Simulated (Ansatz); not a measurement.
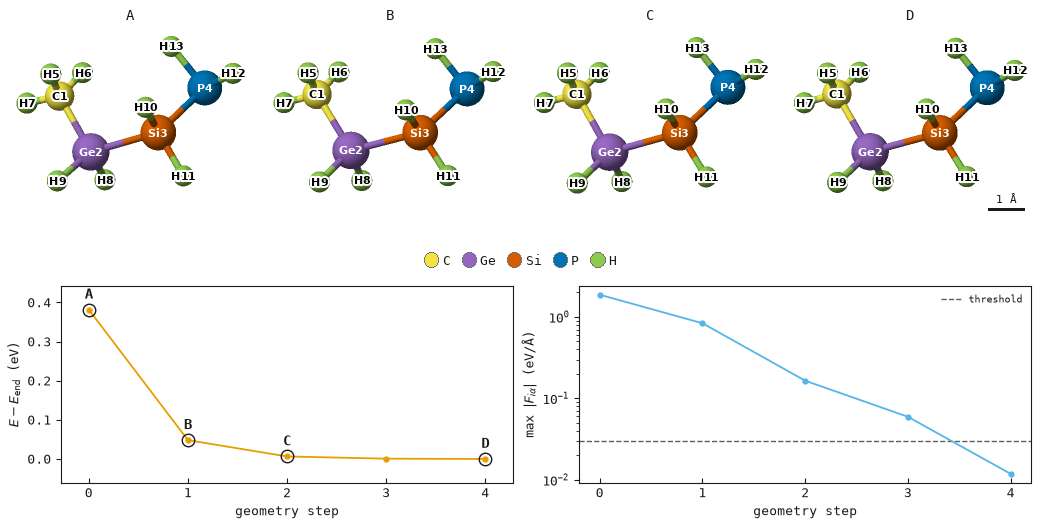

Frames of a relaxation of CH9GePSi (coarse preliminary run), marked on the history of the run. The picture is a ball-and-stick view, seen at a tilt.

The start comes from a force field.

Method: RKS PBE-D4/def2-SVP in Ansatz 0.2.0. (force threshold 0.03 eV/Å; at most 200 steps)

> What happens along the run?

The largest move after the best rigid fit is that of H10, 0.13 Å. By element the largest moves are H 0.13 Å, C 0.12 Å, Si 0.11 Å, P 0.08 Å, Ge 0.02 Å. Some distances before and after: Si3–P4 2.183 → 2.288 Å, Ge2–Si3 2.294 → 2.396 Å, C1–Ge2 1.882 → 1.974 Å, P4–H13 1.517 → 1.442 Å. Bond angles that change, for instance: H12–P4–H13 97.0° → 92.7°, P4–Si3–H10 109.0° → 113.0°, H8–Ge2–H9 111.8° → 107.9°. Over 4 geometry steps the energy falls by 0.382 eV. Largest force component: 1.9 eV/Å at the start, 0.012 eV/Å at the end. From step 0 to 1: H atoms move most (0.15 Å), energy −0.334 eV. From step 1 to 2: H12 moves most (0.10 Å), energy −0.042 eV. From step 2 to 4: H12 moves most (0.05 Å), energy −0.006 eV.

| step | E − E(0), eV | largest force component, eV/Å |
| --- | --- | --- |
| 0 | 0.0000 | 1.8734 |
| 1 | -0.3336 | 0.8364 |
| 2 | -0.3753 | 0.1649 |
| 3 | -0.3809 | 0.0594 |
| 4 | -0.3817 | 0.0118 |
